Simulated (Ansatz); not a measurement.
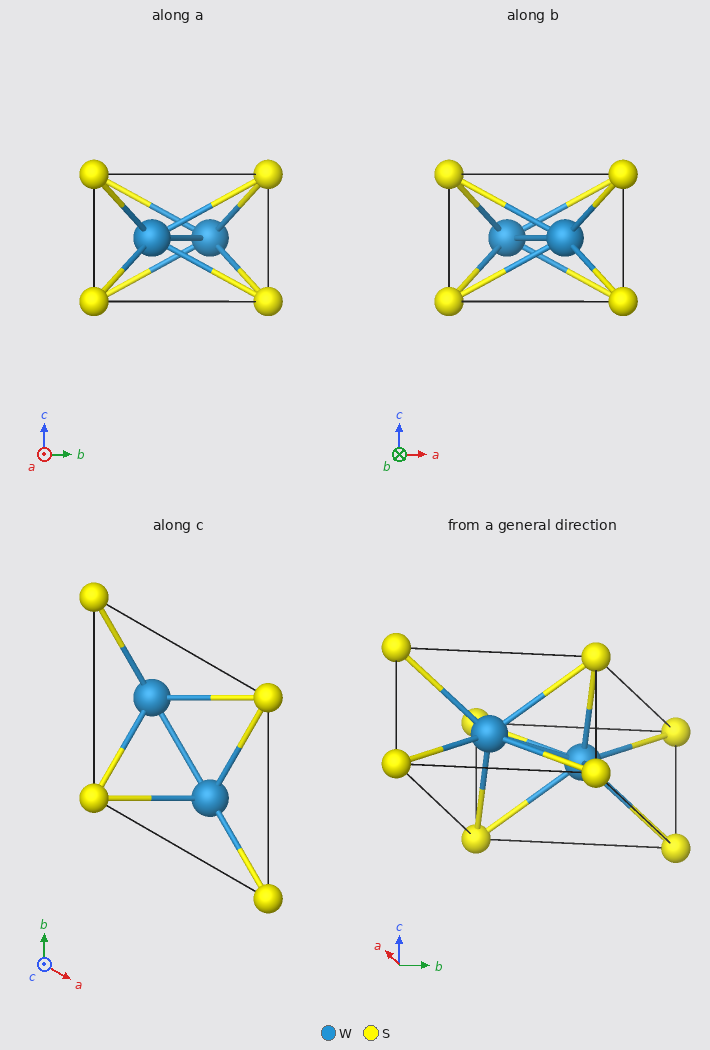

We look at a ball-and-stick model of the crystal along the a axis, along the b axis, along the c axis and from a general direction. One conventional unit cell is outlined, and atoms on its boundary appear in each equivalent place.

What ratio of elements does the structure have?

Answer. W2S. The cell holds 2 W, 1 S, counting shared atoms by their share.

Identify the space group.

Answer. P6/mmm (No. 191), with W on 2d and S on 1a.

To which structure type does it belong?

Answer. AlB₂ type.

It goes back to a textbook structure type filled with these elements (whether it is the usual form wasn't checked). Earlier steps of the study may have refined or changed the cell and positions. Ansatz was used for an electronic-structure calculation on it.
